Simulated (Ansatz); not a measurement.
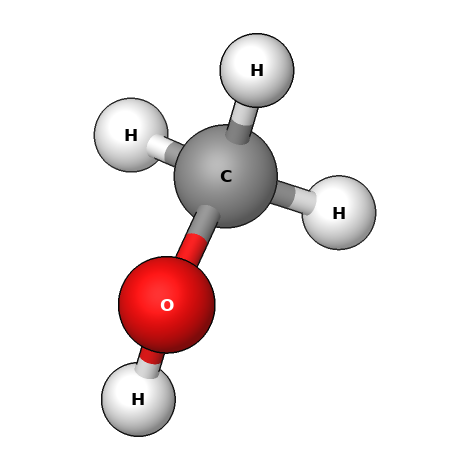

Ball-and-stick drawing of a structure. Every bond is drawn as one stick, whatever its order.

The geometry was computed by an optimisation with PBE0-D4/def2-TZVP.

Describe the molecule.

It has 6 atoms: 1 carbon, 4 hydrogen and 1 oxygen (CH4O). The point group is Cs. Coordination: 1 O bent; 1 C tetrahedral.

More results for the same structure follow; atom numbers are the same in all pictures, views and colours differ.

Shape

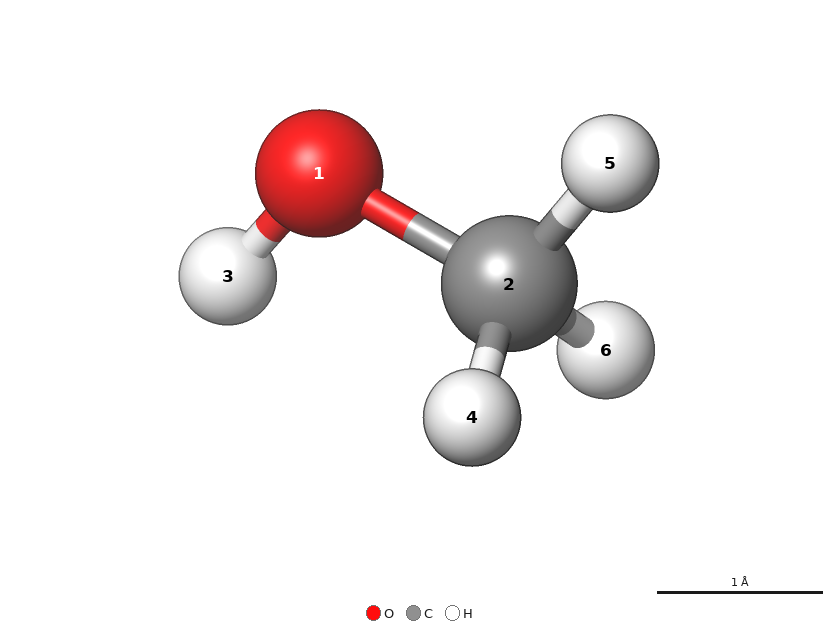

Estimate the angles C2–O1–H3, O1–C2–H5, O1–C2–H4, H4–C2–H6, H4–C2–H5.

| angle | degrees |
| --- | --- |
| C2–O1–H3 | 108.5 |
| O1–C2–H5 | 107.0 |
| O1–C2–H4 | 112.4 |
| H4–C2–H6 | 108.6 |
| H4–C2–H5 | 108.1 |

Vibrations

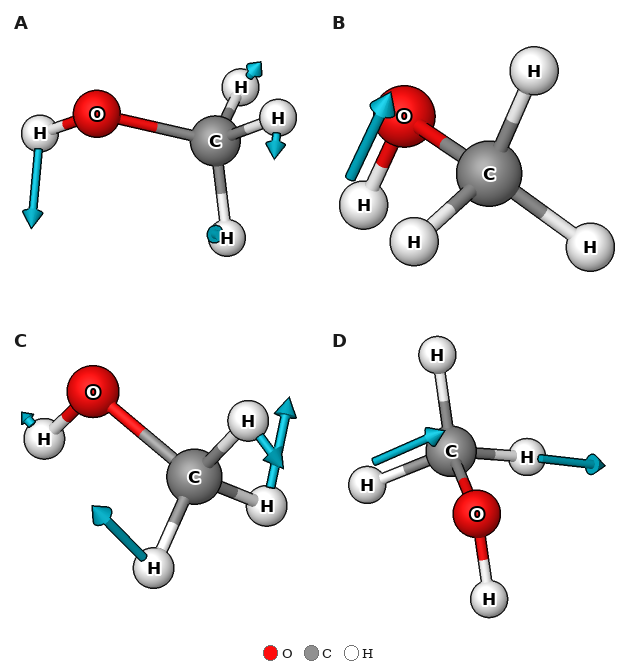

4 normal modes of one molecule or complex, as arrows. Harmonic vibrations computed with RKS PBE0-D4/def2-TZVP (Ansatz 0.2.0) at a stationary point of the same level.

Match the panels to the wavenumbers 307 cm⁻¹, 1505 cm⁻¹, 3057 cm⁻¹, 3879 cm⁻¹.

Answer. A: 307 cm⁻¹, a torsion or out-of-plane motion in which bond lengths and bond angles hardly change
B: 3879 cm⁻¹, O–H stretching
C: 1505 cm⁻¹, H–C–H bending
D: 3057 cm⁻¹, out-of-phase stretching of 2 C–H bonds

Dipole moment

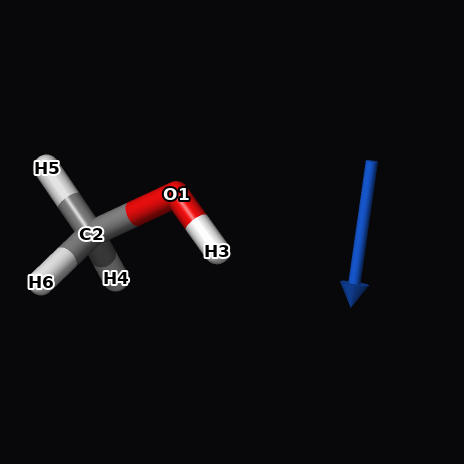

The arrow beside the molecule shows the direction of the dipole moment, from the negative to the positive end (its length means nothing). Properties computed with RKS PBE0-D4/def2-TZVP (Ansatz 0.2.0).

Estimate the dipole moment.

Answer. 1.67 D; it points from the side of O1, H5 to the side of H4, H6 (the outermost atoms at the two ends).

Charges

The questions are on Mulliken charges. Level of theory: RKS PBE0-D4/def2-TZVP (Ansatz 0.2.0).

Give the Mulliken charges atom by atom.

```json
{"atom": "O1", "value (e)": "−0.46"}
{"atom": "C2", "value (e)": "−0.19"}
{"atom": "H3", "value (e)": "0.31"}
{"atom": "H4", "value (e)": "0.11"}
{"atom": "H5", "value (e)": "0.13"}
{"atom": "H6", "value (e)": "0.11"}
```

Mulliken values depend strongly on the basis set and can even reverse the polarity of a bond.
